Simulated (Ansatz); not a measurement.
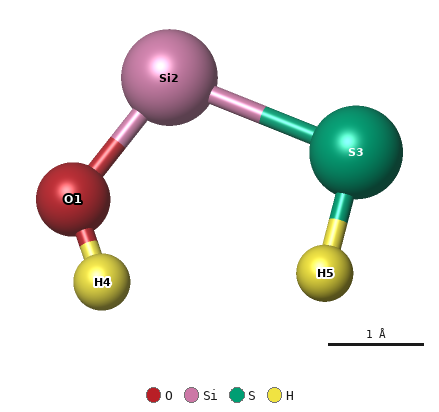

Fig. 1: The structure as given in the input (ball-and-stick view, seen at a tilt; atoms are numbered from 1 in the order of the input).

# Two runs on SiH2SO

System: SiH2SO, SMILES O[Si]S.
Method of run A: RKS wB97M-V/def2-SVP (Ansatz 0.2.0).

The geometry comes from this level: PBE0-D4/def2-TZVP. Text and figures count atoms from 1; the logs count them from 0 in places.

### Input, run A
```yaml
crystal:
  periodic: [false, false, false]
  atoms:
    - {symbol: O, position_ang: [-1.194674, -0.658885, -0.325801]}
    - {symbol: Si, position_ang: [-0.956756, 0.951270, -0.079475]}
    - {symbol: S, position_ang: [1.167691, 1.118579, 0.360323]}
    - {symbol: H, position_ang: [-0.489410, -1.308057, -0.267172]}
    - {symbol: H, position_ang: [1.523049, -0.176508, 0.270725]}
basis:
  gaussian: {orbitals: def2-SVP}
hamiltonian: {xc: {name: wB97M-V}}
output: {orbitals: {seedname: orbitals}}
```

Hardware: 2 CPU threads, shared host.

### Output (run A)
```
Functional definition: wB97M-V
  parameter omega = 0.3/bohr
  parameter cx = 0.15
  parameter cx01 = 1.007
  parameter cx10 = 0.259
  parameter css00 = 0.443
  parameter css04 = -1.437
  parameter css10 = -4.535
  parameter css20 = -3.390
  parameter css43 = 4.278
  parameter cos00 = 1.000
  parameter cos10 = 1.358
  parameter cos20 = 2.924
  parameter cos21 = -8.812
  parameter cos60 = -1.390
  parameter cos61 = 9.142
  parameter b = 6.0
  parameter c = 0.01
  gx(w, u) = 1 - cx + cx01*u + cx10*w
  gss(w, u) = css00 + css04*u^4 + css10*w + css20*w^2 + css43*w^4*u^3
  gos(w, u) = cos00 + cos10*w + (cos20 + cos21*u)*w^2 + (cos60 + cos61*u)*w^6
  exchange = spin_sum(e_x_unif_sr(omega)*gx(b97_w, b97_u_x)) + cx*exact_x_sr(omega) + exact_x_lr(omega)
  correlation = spin_sum(e_c_pw_mod_same_spin*gss(b97_w, b97_u_same))
      + integral(e_c_pw_mod_opposite_spin*gos(b97_w_opposite, b97_u_opposite)) + vv10(b, c)
563 factors; integrals over basis functions are off by at most 1.1e-3 eV
185 factors; integrals over basis functions are off by at most 1.1e-5 eV
mean field evaluation 1: about -20780.8568 eV, gradient 4.3e1 eV
mean field evaluation 2: about -20779.8260 eV, gradient 5.1e1 eV
mean field evaluation 4: about -20784.3266 eV, gradient 1.1e0 eV
mean field evaluation 8: about -20784.3608 eV, gradient 5.9e-2 eV
mean field evaluation 16: about -20784.3608 eV, gradient 7.4e-5 eV
mean field -20784.36080275 eV, -763.8111713553 hartree, gradient 7.4e-5 eV, S^2 0.000000; 0 other end points of the search recorded, 0 dependent functions left out
reference -20784.36083534 eV, -763.8111725529 hartree; 20, 20 occupied and 40, 40 virtual orbitals, 563 factors
Total energy: -20784.36083534 eV, -763.8111725529 hartree
```

For run B the input was changed thus:
```diff
-  gaussian: {orbitals: def2-SVP}
+  gaussian: {orbitals: "def2-QZVPP.json"}
```

Predict how the results change.

The total energy of run B is 231.3 kcal/mol lower, which measures the change of basis and not a stability. The HOMO goes from −9.01 to −9.19 eV. The LUMO goes from 0.54 to 0.16 eV. The basis functions go from 60 to 257.

### Output (run B)
```
Functional definition: wB97M-V
  parameter omega = 0.3/bohr
  parameter cx = 0.15
  parameter cx01 = 1.007
  parameter cx10 = 0.259
  parameter css00 = 0.443
  parameter css04 = -1.437
  parameter css10 = -4.535
  parameter css20 = -3.390
  parameter css43 = 4.278
  parameter cos00 = 1.000
  parameter cos10 = 1.358
  parameter cos20 = 2.924
  parameter cos21 = -8.812
  parameter cos60 = -1.390
  parameter cos61 = 9.142
  parameter b = 6.0
  parameter c = 0.01
  gx(w, u) = 1 - cx + cx01*u + cx10*w
  gss(w, u) = css00 + css04*u^4 + css10*w + css20*w^2 + css43*w^4*u^3
  gos(w, u) = cos00 + cos10*w + (cos20 + cos21*u)*w^2 + (cos60 + cos61*u)*w^6
  exchange = spin_sum(e_x_unif_sr(omega)*gx(b97_w, b97_u_x)) + cx*exact_x_sr(omega) + exact_x_lr(omega)
  correlation = spin_sum(e_c_pw_mod_same_spin*gss(b97_w, b97_u_same))
      + integral(e_c_pw_mod_opposite_spin*gos(b97_w_opposite, b97_u_opposite)) + vv10(b, c)
1007 factors; their error is unknown
209 factors; integrals over basis functions are off by at most 2.3e-5 eV
mean field evaluation 1: about -20790.0711 eV, gradient 5.0e1 eV
mean field evaluation 2: about -20787.9788 eV, gradient 6.3e1 eV
mean field evaluation 4: about -20794.3717 eV, gradient 1.9e0 eV
mean field evaluation 8: about -20794.3837 eV, gradient 4.1e-2 eV
mean field evaluation 16: about -20794.3914 eV, gradient 3.4e-5 eV
mean field -20794.39139675 eV, -764.1797888858 hartree, gradient 1.2e-5 eV, S^2 0.000000; 0 other end points of the search recorded, 0 dependent functions left out
reference -20794.39143937 eV, -764.1797904520 hartree; 20, 20 occupied and 237, 237 virtual orbitals, 1007 factors
Total energy: -20794.39143937 eV, -764.1797904520 hartree
```

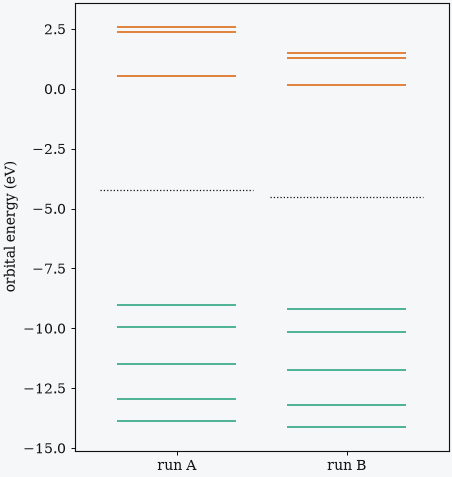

Fig. 2: The five highest filled and three lowest empty orbital energies of the two runs; the dotted lines part filled from empty levels. The HOMO–LUMO gap is 9.54 eV in run A and 9.35 eV in run B.

### The two runs side by side

| quantity | run A | run B |
| --- | --- | --- |
| outcome | converged | converged |
| total energy (hartree) | −763.811173 | −764.179790 |
| HOMO (eV) | −9.01 | −9.19 |
| LUMO (eV) | 0.54 | 0.16 |
| basis functions | 60 | 257 |
| wall time (shared host) | 6 s | 17 s |
